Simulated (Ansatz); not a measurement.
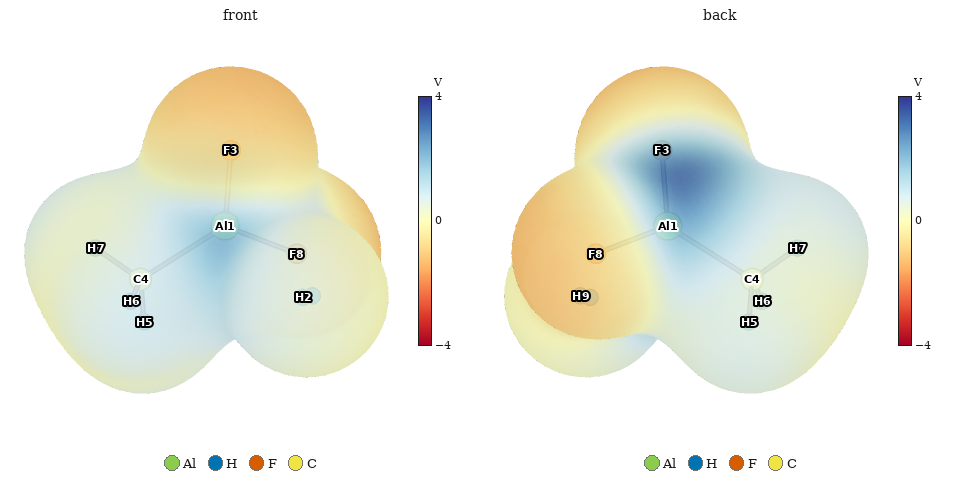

*CH3AlF2···H2. The electrostatic potential painted on the density surface at 0.001 e/bohr³, seen from the front and from behind; the colour scale runs from red (negative) to blue (positive).*

Not at a stationary point (largest force 1.4 eV/Å).

All numbers below come from RKS BHLYP/6-31G* in Ansatz 0.2.0.

Input

```
crystal:
  periodic: [false, false, false]
  atoms:
    - { symbol: Al, position_ang: [0.0, 0.0, 0.0] }
    - { symbol: H, position_ang: [0.0, 0.0, 1.91] }
    - { symbol: F, position_ang: [1.4635, 0.0, -0.845] }
    - { symbol: C, position_ang: [-1.706, 0.0, -0.985] }
    - { symbol: H, position_ang: [-2.2662, -0.9305, -0.7558] }
    - { symbol: H, position_ang: [-2.3102, 0.8797, -0.6796] }
    - { symbol: H, position_ang: [-1.5043, 0.0508, -2.0753] }
    - { symbol: F, position_ang: [0.0832, -1.8866, 0.6275] }
    - { symbol: H, position_ang: [0.0446, -1.0119, 1.7645] }
basis:
  gaussian: { orbitals: "6-31G*" }
hamiltonian:
  xc: { name: BHLYP }
relax:
  f_tol: 0.15
  max_steps: 25
  restrain:
    - { distance: [0, 7], at: 1.69, k: 30.0 }
    - { distance: [8, 1], at: 0.66, k: 30.0 }
    - { distance: [0, 1], at: 2.76, k: 30.0 }
    - { distance: [8, 7], at: 2.12, k: 30.0 }
output:
  orbitals: {}
```

Run with:

```sh
ansatz run input.yaml --threads 1 --pin off --max-ram 2048MiB --backend cpu --events-out ev --progress --plain --runs-dir out
```

The fields are those of the run's last geometry, not of the input's.

Question: Describe the electrostatic potential map.

Answer: The most negative region (about −1.2 V, or −28 kcal/mol for a unit charge) lies over F3 and F8, the most positive (about +3.1 V, or +71 kcal/mol for a unit charge) over Al1.
